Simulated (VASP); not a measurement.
Band structure of Sb (a7). Method: r2SCAN+rVV10, VASP's PBE PAW potentials (set 64) (plane waves; VASP).

Unless said otherwise, spin-orbit coupling is left out, though it shifts the bands of the heavy elements here.

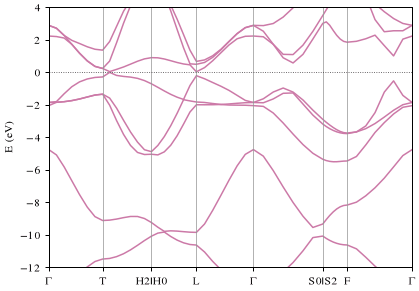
*Bands along high-symmetry lines, zero at the valence-band maximum or, without a gap, the Fermi level*

Problem. Read the plot: is there a gap, and where are the band edges?

Solution. It has no gap at this level: it comes out as a metal or semimetal.

The compound is Sb in the a7 structure. It was relaxed first.
